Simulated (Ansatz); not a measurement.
# GaH4 (doublet): the correlation ladder, aug-cc-pVDZ

How much of the correlation energy of GaH4 (doublet) does each wave-function method recover here?

The runs use Ansatz 0.2.0, Gaussian basis; aug-cc-pVDZ, core rule «outside noble gas», up to 14 orbitals frozen.

The runs, in order: UHF; CCSD(T) on ROHF; CCSD(T) on UHF; BCCD(T) on ROHF; CISD as a restricted active space (open shells left free, so some higher excitations enter); CCSDT(Q) on ROHF; CCSDT(Q) on UHF; CASSCF and MRCISD+Q, 7 electrons in 8 orbitals; CASSCF and NEVPT2, 7 electrons in 8 orbitals.

9 further runs of the same task are left out: 2 for a known fault of the program, 1 that didn't finish, 6 set aside as unsound or not needed. Runs told in other sessions of the task aren't counted.

### Step 1. The system

The geometry is a PBE0/def2-TZVP stationary point (not a proven minimum) of the parent state, kept for this charge and spin. No spin-orbit coupling is included. The filled d shell of Ga may be among the frozen orbitals whatever the setting's name suggests.

5 atoms, charge 0, spin multiplicity 2.

Atoms are counted from 1 here; the program's logs count them from 0.

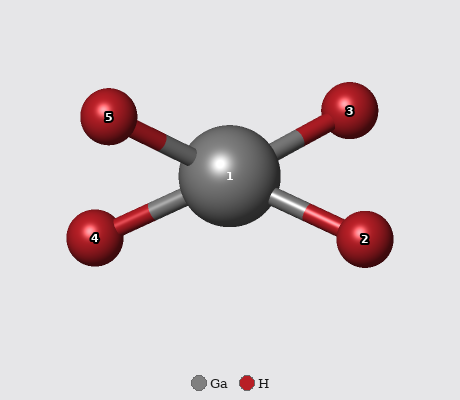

The geometry (gallium grey, hydrogen red); atoms are numbered from 1 in the order of the file.

As a file:

```xyz
5
charge 0, multiplicity 2
Ga    0.00000    0.00000    0.00000
H     0.65250    0.66410    1.35387
H    -0.66251   -0.65409    1.35388
H    -0.65409    0.65250   -1.35874
H     0.66410   -0.66251   -1.34901
```

In the tables R marks a restricted open-shell determinant and U an unrestricted one; 'valence' is the active space of 7 electrons in 8 orbitals; energies count from the table's Hartree-Fock row.

### Step 2. UHF

in.yaml reads:

```yaml
crystal:
  periodic: [false, false, false]
  atoms:
    - {symbol: Ga, position_ang: [0.000000, 0.000000, 0.000000]}
    - {symbol: H, position_ang: [0.652504, 0.664105, 1.353869]}
    - {symbol: H, position_ang: [-0.662515, -0.654094, 1.353881]}
    - {symbol: H, position_ang: [-0.654085, 0.652495, -1.358743]}
    - {symbol: H, position_ang: [0.664096, -0.662506, -1.349007]}
basis:
  gaussian: {orbitals: aug-cc-pVDZ}
magnetization: {spin_polarized: true, initial_magnetization: 1}
hamiltonian: {xc: hf}
output: {orbitals: {seedname: orbitals}}
```

Run with:

```bash
ansatz run in.yaml --threads 1 --pin off --events-out ev --progress --plain --max-ram 4160MiB --backend cpu
```

The program printed:

```text
Functional definition: HF
  name "HF"
  cite "Fock, Z. Phys. 61, 126 (1930) doi:10.1007/BF01340294"
  parent pbe
  exchange = exact_x
  correlation = 0
742 factors; integrals over basis functions are off by at most 1.1e-3 eV
mean field evaluation 1: about -52390.5890 eV, gradient 9.1e0 eV
mean field evaluation 2: about -52390.5904 eV, gradient 9.1e0 eV
mean field evaluation 4: about -52391.6317 eV, gradient 1.1e0 eV
mean field evaluation 8: about -52391.6589 eV, gradient 1.8e-3 eV
mean field evaluation 16: about -52391.6511 eV, gradient 3.3e-1 eV
mean field evaluation 32: about -52391.6589 eV, gradient 4.8e-3 eV
mean field -52391.65887987 eV, -1925.3579514934 hartree, gradient 9.9e-6 eV, S^2 0.784724; 0 other end points of the search recorded, 0 dependent functions left out
reference -52391.65887987 eV, -1925.3579514934 hartree; 18, 17 occupied and 54, 55 virtual orbitals, 742 factors
Total energy: -52391.65887987 eV, -1925.3579514934 hartree
```

Run time: 1.3 s. Hardware: 1 thread of AMD EPYC 7R13, shared host.

From the report: ⟨S²⟩ of the determinant 0.785 (pure doublet: 0.75).

### Step 3. CCSD(T) on ROHF

in.yaml: that of step 2 with these lines changed.

```diff
@@ -10,4 +10,3 @@
   gaussian: {orbitals: aug-cc-pVDZ}
-magnetization: {spin_polarized: true, initial_magnetization: 1}
-hamiltonian: {xc: hf}
-output: {orbitals: {seedname: orbitals}}
+magnetization: {spin_polarized: false, initial_magnetization: 1}
+correlation: {method: ccsd_t, electrons: outside_noble_gas}
```

Launched as before.

The program printed, shortened:

```text
Functional definition: HF
  name "HF"
  cite "Fock, Z. Phys. 61, 126 (1930) doi:10.1007/BF01340294"
  parent pbe
[...]
742 factors; integrals over basis functions are off by at most 1.1e-3 eV
[...]
mean field -52391.41901304 eV, -1925.3491365498 hartree, gradient 2.8e-6 eV, S^2 0.750000; 4 other end points of the search recorded, 0 dependent functions left out
[...]
14 core orbitals not correlated: weight in the atoms' cores, before any rotation towards them, 0.998 or more for the frozen orbitals, at most 0.002 for the correlated occupied ones
reference -52391.41901304 eV, -1925.3491365498 hartree; 4, 3 occupied and 54, 55 virtual orbitals, 742 factors
second order -2.66541342 eV of doubles, -0.12529481 eV of singles
cycle   1  -3.36176188 eV  change   -5.7e-1 eV  update   6.4e-2
[...]
cycle  11  -3.61300641 eV  change   -1.1e-6 eV  update   5.3e-6
perturbative correction -0.07825490 eV, -0.0028758145 hartree
Total energy: -52395.11027434 eV, -1925.4847879009 hartree
```

Run time: 4.1 s. Hardware: 1 thread of AMD EPYC 7R13, shared host; peak memory 0.25 GiB.

From the report: correlation -3.6913 eV; T1 0.025; largest double amplitude 0.04.

### Step 4. CCSD(T) on UHF

in.yaml: that of step 3 with these lines changed.

```diff
@@ -10,3 +10,3 @@
   gaussian: {orbitals: aug-cc-pVDZ}
-magnetization: {spin_polarized: false, initial_magnetization: 1}
+magnetization: {spin_polarized: true, initial_magnetization: 1}
 correlation: {method: ccsd_t, electrons: outside_noble_gas}
```

The command is unchanged.

The program printed, shortened:

```text
Functional definition: HF
  name "HF"
  cite "Fock, Z. Phys. 61, 126 (1930) doi:10.1007/BF01340294"
  parent pbe
[...]
742 factors; integrals over basis functions are off by at most 1.1e-3 eV
[...]
mean field -52391.65887987 eV, -1925.3579514934 hartree, gradient 1.5e-6 eV, S^2 0.784724; 2 other end points of the search recorded, 0 dependent functions left out
14 core orbitals not correlated: weight in the atoms' cores, before any rotation towards them, 0.997 or more for the frozen orbitals, at most 0.002 for the correlated occupied ones
reference -52391.65887987 eV, -1925.3579514934 hartree; 4, 3 occupied and 54, 55 virtual orbitals, 742 factors
second order -2.53563008 eV of doubles, -0.00000000 eV of singles
cycle   1  -3.09153202 eV  change   -5.6e-1 eV  update   6.6e-2
[...]
cycle  11  -3.37991754 eV  change   -3.8e-7 eV  update   6.0e-6
perturbative correction -0.07335454 eV, -0.0026957296 hartree
Total energy: -52395.11215195 eV, -1925.4848569015 hartree
```

Wall time 3.5 s (1 thread of AMD EPYC 7R13, shared host); peak memory 0.25 GiB.

From the report: ⟨S²⟩ of the determinant 0.785 (pure doublet: 0.75); correlation -3.4533 eV; T1 0.019; largest double amplitude 0.04.

### Step 5. BCCD(T) on ROHF

in.yaml: that of step 4 with these lines changed.

```diff
@@ -10,3 +10,3 @@
   gaussian: {orbitals: aug-cc-pVDZ}
-magnetization: {spin_polarized: true, initial_magnetization: 1}
-correlation: {method: ccsd_t, electrons: outside_noble_gas}
+magnetization: {spin_polarized: false, initial_magnetization: 1}
+correlation: {method: bccd_t, electrons: outside_noble_gas}
```

The command is unchanged.

The program printed, shortened:

```text
Functional definition: HF
  name "HF"
  cite "Fock, Z. Phys. 61, 126 (1930) doi:10.1007/BF01340294"
  parent pbe
[...]
742 factors; integrals over basis functions are off by at most 1.1e-3 eV
[...]
mean field -52391.41901304 eV, -1925.3491365498 hartree, gradient 2.8e-6 eV, S^2 0.750000; 4 other end points of the search recorded, 0 dependent functions left out
[...]
14 core orbitals not correlated: weight in the atoms' cores, before any rotation towards them, 0.998 or more for the frozen orbitals, at most 0.002 for the correlated occupied ones
reference -52391.41901304 eV, -1925.3491365498 hartree; 4, 3 occupied and 54, 55 virtual orbitals, 742 factors
second order -2.66541342 eV of doubles, -0.12529481 eV of singles
cycle   1  -3.37811861 eV  change   -5.8e-1 eV  update   6.5e-2
[...]
cycle  11  -3.61291111 eV  change    5.4e-7 eV  update   4.8e-6
perturbative correction -0.07819790 eV, -0.0028737197 hartree
Total energy: -52395.11012204 eV, -1925.4847823038 hartree
```

Wall time 4.9 s (1 thread of AMD EPYC 7R13, shared host); peak memory 0.31 GiB.

From the report: correlation -3.6911 eV; largest double amplitude 0.04.

### Step 6. CISD as a restricted active space (open shells left free, so some higher excitations enter)

in.yaml: that of step 5 with these lines changed.

```diff
@@ -11,2 +11,2 @@
 magnetization: {spin_polarized: false, initial_magnetization: 1}
-correlation: {method: bccd_t, electrons: outside_noble_gas}
+correlation: {active_space: {ras: {orbitals: [3, 1, 54], electrons: 7, max_holes: 2, max_particles: 2}, fixed_orbitals: true}}
```

The command is unchanged.

The program printed:

```text
Functional definition: HF
  name "HF"
  cite "Fock, Z. Phys. 61, 126 (1930) doi:10.1007/BF01340294"
  parent pbe
  exchange = exact_x
  correlation = 0
742 factors; integrals over basis functions are off by at most 1.1e-3 eV
mean field evaluation 1: about -52390.5338 eV, gradient 1.2e1 eV
mean field evaluation 2: about -52390.5353 eV, gradient 1.2e1 eV
mean field evaluation 4: about -52391.4149 eV, gradient 7.3e-1 eV
mean field evaluation 8: about -52391.4190 eV, gradient 7.3e-5 eV
mean field evaluation 16: about -52391.4190 eV, gradient 4.5e-5 eV
mean field evaluation 32: about -52391.4192 eV, gradient 1.3e-2 eV
mean field -52391.41901304 eV, -1925.3491365498 hartree, gradient 2.8e-6 eV, S^2 0.750000; 4 other end points of the search recorded, 0 dependent functions left out
reference -52391.41901304 eV, -1925.3491365498 hartree; 18, 17 occupied and 54, 55 virtual orbitals, 742 factors
state -52394.85328732 eV, -1925.4753438019 hartree
Total energy: -52394.85328732 eV, -1925.4753438019 hartree
```

Run time: 3.2 s. Hardware: 1 thread of AMD EPYC 7R13, shared host.

From the report: 18,628 determinants.

### Step 7. CCSDT(Q) on ROHF

in.yaml: that of step 6 with these lines changed.

```diff
@@ -11,2 +11,2 @@
 magnetization: {spin_polarized: false, initial_magnetization: 1}
-correlation: {active_space: {ras: {orbitals: [3, 1, 54], electrons: 7, max_holes: 2, max_particles: 2}, fixed_orbitals: true}}
+correlation: {method: ccsdt_q, electrons: outside_noble_gas}
```

Run with:

```bash
ansatz run in.yaml --threads 2 --pin off --events-out ev --progress --plain --max-ram 49920MiB --backend cuda --devices 0, --max-vram 37GiB
```

The program printed, shortened:

```text
Functional definition: HF
  name "HF"
  cite "Fock, Z. Phys. 61, 126 (1930) doi:10.1007/BF01340294"
  parent pbe
[...]
1283 factors; integrals over basis functions are off by at most 2.6e-7 eV
[...]
mean field -52391.41913453 eV, -1925.3491410147 hartree, gradient 7.6e-7 eV, S^2 0.750000; 4 other end points of the search recorded, 0 dependent functions left out
[...]
14 core orbitals not correlated: weight in the atoms' cores, before any rotation towards them, 0.998 or more for the frozen orbitals, at most 0.002 for the correlated occupied ones
reference -52391.41913453 eV, -1925.3491410147 hartree; 4, 3 occupied and 54, 55 virtual orbitals, 1283 factors
second order -2.66542637 eV of doubles, -0.12529582 eV of singles
cycle   1  -3.36176709 eV  change   -5.7e-1 eV  update   6.9e-2
[...]
cycle  16  -3.71501765 eV  change    2.7e-7 eV  update   3.9e-7
perturbative correction -0.00218920 eV, -0.0000804517 hartree
Total energy: -52395.13634138 eV, -1925.4857458469 hartree
```

Wall time 8 s (1 × H100 (card shared with other runs) with 2 threads of AMD EPYC 7R13, shared host); peak host memory 0.82 GiB.

From the report: correlation -3.7172 eV; T1 0.025; largest double amplitude 0.04.

### Step 8. CCSDT(Q) on UHF

in.yaml: that of step 7 with these lines changed.

```diff
@@ -10,3 +10,3 @@
   gaussian: {orbitals: aug-cc-pVDZ}
-magnetization: {spin_polarized: false, initial_magnetization: 1}
+magnetization: {spin_polarized: true, initial_magnetization: 1}
 correlation: {method: ccsdt_q, electrons: outside_noble_gas}
```

The command is unchanged.

The program printed, shortened:

```text
Functional definition: HF
  name "HF"
  cite "Fock, Z. Phys. 61, 126 (1930) doi:10.1007/BF01340294"
  parent pbe
[...]
1283 factors; integrals over basis functions are off by at most 2.6e-7 eV
[...]
mean field -52391.65900359 eV, -1925.3579560400 hartree, gradient 1.4e-6 eV, S^2 0.784725; 4 other end points of the search recorded, 0 dependent functions left out
14 core orbitals not correlated: weight in the atoms' cores, before any rotation towards them, 0.997 or more for the frozen orbitals, at most 0.002 for the correlated occupied ones
reference -52391.65900359 eV, -1925.3579560400 hartree; 4, 3 occupied and 54, 55 virtual orbitals, 1283 factors
second order -2.53564192 eV of doubles, -0.00000000 eV of singles
cycle   1  -3.09153451 eV  change   -5.6e-1 eV  update   7.0e-2
[...]
cycle  16  -3.47737398 eV  change    7.0e-7 eV  update   5.5e-7
perturbative correction -0.00226389 eV, -0.0000831964 hartree
Total energy: -52395.13864146 eV, -1925.4858303731 hartree
```

Wall time 7.5 s (1 × H100 (card shared with other runs) with 2 threads of AMD EPYC 7R13, shared host); peak host memory 0.82 GiB.

From the report: ⟨S²⟩ of the determinant 0.785 (pure doublet: 0.75); correlation -3.4796 eV; T1 0.019; largest double amplitude 0.04.

### Step 9. CASSCF and MRCISD+Q, 7 electrons in 8 orbitals

in.yaml: that of step 8 with these lines changed.

```diff
@@ -10,3 +10,3 @@
   gaussian: {orbitals: aug-cc-pVDZ}
-magnetization: {spin_polarized: true, initial_magnetization: 1}
-correlation: {method: ccsdt_q, electrons: outside_noble_gas}
+magnetization: {spin_polarized: false, initial_magnetization: 1}
+correlation: {method: fic_mrcisd_q, electrons: outside_noble_gas, active_space: {window: {electrons: 7, orbitals: 8}, shells: [{species: Ga, l: s, shell: 4}, {species: Ga, l: p, shell: 4}, {species: H, l: s, shell: 1}]}}
```

Same command.

The program printed, shortened:

```text
Functional definition: HF
  name "HF"
  cite "Fock, Z. Phys. 61, 126 (1930) doi:10.1007/BF01340294"
  parent pbe
[...]
1283 factors; integrals over basis functions are off by at most 2.6e-7 eV
[...]
mean field -52391.41913453 eV, -1925.3491410147 hartree, gradient 7.6e-7 eV, S^2 0.750000; 4 other end points of the search recorded, 0 dependent functions left out
reference -52391.41913453 eV, -1925.3491410147 hartree; 18, 17 occupied and 54, 55 virtual orbitals, 1283 factors
state -52393.28335396 eV, -1925.4176498150 hartree
contracted CI cycle   1: correlation 0.00000000 eV, 0.0000000000 hartree, residual 9.91e0 eV
contracted CI cycle   2: correlation -1.69576938 eV, -0.0623183754 hartree, residual 2.11e0 eV
contracted CI cycle   3: correlation -1.77607710 eV, -0.0652696296 hartree, residual 5.62e-1 eV
contracted CI cycle   4: correlation -1.78144251 eV, -0.0654668046 hartree, residual 1.42e-1 eV
contracted CI cycle   5: correlation -1.78179236 eV, -0.0654796614 hartree, residual 3.59e-2 eV
contracted CI cycle   6: correlation -1.78181613 eV, -0.0654805351 hartree, residual 8.62e-3 eV
contracted CI cycle   7: correlation -1.78181753 eV, -0.0654805866 hartree, residual 2.43e-3 eV
contracted CI cycle   8: correlation -1.78181764 eV, -0.0654805905 hartree, residual 6.55e-4 eV
state -52393.28335396 eV, -1925.4176498150 hartree; corrected -52395.13856943 eV, -1925.4858277260 hartree
Total energy: -52395.13856943 eV, -1925.4858277260 hartree
Checks for a lower state left out: starts, orbital_swaps
```

Run time: 7 s. Hardware: 1 × H100 (card shared with other runs) with 2 threads of AMD EPYC 7R13, shared host; peak host memory 0.84 GiB.

From the report: 980 determinants; active occupations 1.97, 1.95, 1.95, 1.00, 0.05, 0.04, 0.02, 0.01.

### Step 10. CASSCF and NEVPT2, 7 electrons in 8 orbitals

in.yaml: that of step 9 with these lines changed.

```diff
@@ -11,2 +11,2 @@
 magnetization: {spin_polarized: false, initial_magnetization: 1}
-correlation: {method: fic_mrcisd_q, electrons: outside_noble_gas, active_space: {window: {electrons: 7, orbitals: 8}, shells: [{species: Ga, l: s, shell: 4}, {species: Ga, l: p, shell: 4}, {species: H, l: s, shell: 1}]}}
+correlation: {method: sc_nevpt2, electrons: outside_noble_gas, active_space: {window: {electrons: 7, orbitals: 8}, shells: [{species: Ga, l: s, shell: 4}, {species: Ga, l: p, shell: 4}, {species: H, l: s, shell: 1}]}}
```

Run with:

```bash
ansatz run in.yaml --threads 1 --pin off --events-out ev --progress --plain --max-ram 4160MiB --backend cpu
```

The program printed:

```text
Functional definition: HF
  name "HF"
  cite "Fock, Z. Phys. 61, 126 (1930) doi:10.1007/BF01340294"
  parent pbe
  exchange = exact_x
  correlation = 0
1283 factors; integrals over basis functions are off by at most 2.6e-7 eV
mean field evaluation 1: about -52390.5347 eV, gradient 1.2e1 eV
mean field evaluation 2: about -52390.5356 eV, gradient 1.2e1 eV
mean field evaluation 4: about -52391.4151 eV, gradient 7.3e-1 eV
mean field evaluation 8: about -52391.4191 eV, gradient 6.8e-5 eV
mean field evaluation 16: about -52391.4191 eV, gradient 3.6e-5 eV
mean field evaluation 32: about -52391.4192 eV, gradient 1.2e-2 eV
mean field -52391.41913453 eV, -1925.3491410147 hartree, gradient 7.4e-7 eV, S^2 0.750000; 4 other end points of the search recorded, 0 dependent functions left out
reference -52391.41913453 eV, -1925.3491410147 hartree; 18, 17 occupied and 54, 55 virtual orbitals, 1283 factors
state -52393.28335396 eV, -1925.4176498150 hartree
state -52393.28335396 eV, -1925.4176498150 hartree; corrected -52394.54810437 eV, -1925.4641285352 hartree
Total energy: -52394.54810437 eV, -1925.4641285352 hartree
Checks for a lower state left out: starts, orbital_swaps
```

Wall time 5.5 s (1 thread of AMD EPYC 7R13, shared host).

From the report: 980 determinants; active occupations 1.97, 1.95, 1.95, 1.00, 0.05, 0.04, 0.02, 0.01.

### Step 11. How many determinants matter

Natural occupations of the CASSCF valence state about the gap (report; correlated orbitals 1 to 8): 1.973, 1.951, 1.950, 1.003, 0.049, 0.044, 0.016, 0.014. The count of effectively unpaired electrons, Σ n²(2 − n)², is 1.04; a single determinant of this spin has 1.

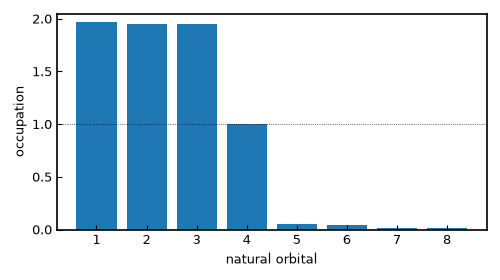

Natural occupations of the CASSCF valence state.

### Step 12. All levels against the top one

The yardstick is UCCSDT(Q), where the cluster series has nearly closed. Rows without a time are mean-field rows or come out of runs for another level: lower rungs of the coupled-cluster runs, CASSCF and MRCISD of the multireference runs, or the Hartree-Fock search.

Differences are taken before rounding.

```
          method  energy from the lowest ROHF (kcal/mol)  from UCCSDT(Q) (kcal/mol)         time
             ROHF                                   0.00                     +85.78             
             UHF                                  -5.53                     +80.25             
            RMP2                                 -64.36                     +21.42             
            UMP2                                 -64.00                     +21.77             
           RCCSD                                 -83.32                      +2.46             
           UCCSD                                 -83.47                      +2.30             
        RCCSD(T)                                 -85.12                      +0.65        4.1 s
        UCCSD(T)                                 -85.17                      +0.61        3.5 s
         BCCD(T)                                 -85.12                      +0.66        4.9 s
          RCCSDT                                 -85.67                      +0.10             
          UCCSDT                                 -85.72                      +0.05             
       RCCSDT(Q)                                 -85.72                      +0.05    8 s (GPU)
       UCCSDT(Q)                                 -85.78                          0  7.5 s (GPU)
  CASSCF valence                                 -42.99                     +42.78             
  NEVPT2 valence                                 -72.16                     +13.62        5.5 s
  MRCISD valence                                 -84.08                      +1.69             
MRCISD+Q valence                                 -85.78                       0.00    7 s (GPU)
```

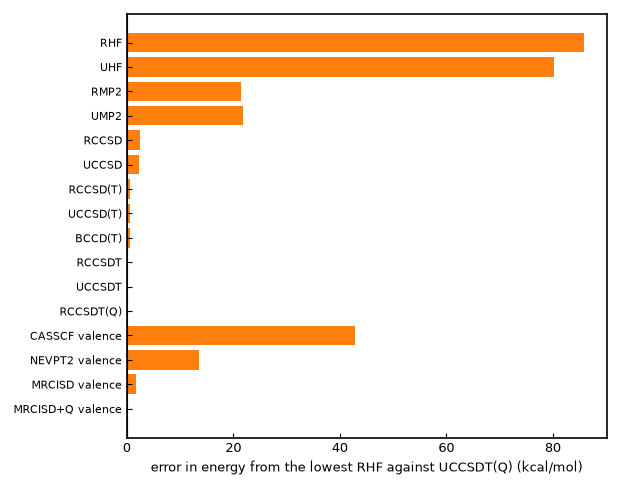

Error of each method against UCCSDT(Q).

Some runs used a GPU and others CPU threads alone; cost is compared among the CPU runs only.

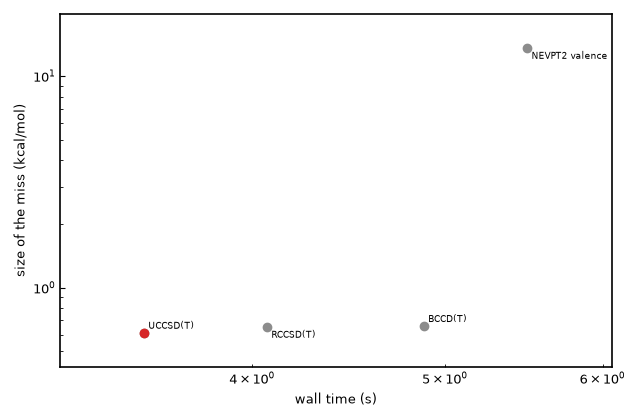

Accuracy for the time spent; red marks the levels that beat every quicker one drawn. Times are from a shared host.

Not comparable, so not listed: CISD as a restricted active space (open shells left free, so some higher excitations enter) (they don't share determinant, frozen orbitals or solution with the rows shown, or repeat one).

### Step 13. Summary of results

| quantity | value |
| --- | --- |
| UCCSDT(Q) from the ROHF energy | -3.7196 eV |
| RMP2 from UCCSDT(Q) | +21.42 kcal/mol |
| UMP2 from UCCSDT(Q) | +21.77 kcal/mol |
| RCCSD from UCCSDT(Q) | +2.46 kcal/mol |
| RCCSD(T) from UCCSDT(Q) | +0.65 kcal/mol |
| UCCSD(T) from UCCSDT(Q) | +0.61 kcal/mol |
| RCCSDT(Q) from UCCSDT(Q) | +0.05 kcal/mol |
| NEVPT2 valence from UCCSDT(Q) | +13.62 kcal/mol |
| MRCISD+Q valence from UCCSDT(Q) | 0.00 kcal/mol |
| levels within 1 kcal/mol (43 meV) | RCCSD(T), UCCSD(T), BCCD(T), RCCSDT, UCCSDT, RCCSDT(Q), MRCISD+Q valence |
| T1 diagnostic | 0.025 |
| effectively unpaired electrons | 1.04 |

What this shows: RCCSD(T) misses by +0.65 kcal/mol, 0.8 % of the correlation energy. One determinant dominates. Of the multireference levels listed MRCISD+Q valence comes nearest in total energy (0.00 kcal/mol), which doesn't show that its space is the better one. These misses are within one basis, not against nature; the frozen cores of restricted and unrestricted runs differ, which can shift their rows.

For cost: UCCSD(T) gets within 0.61 kcal/mol in 3.5 s.
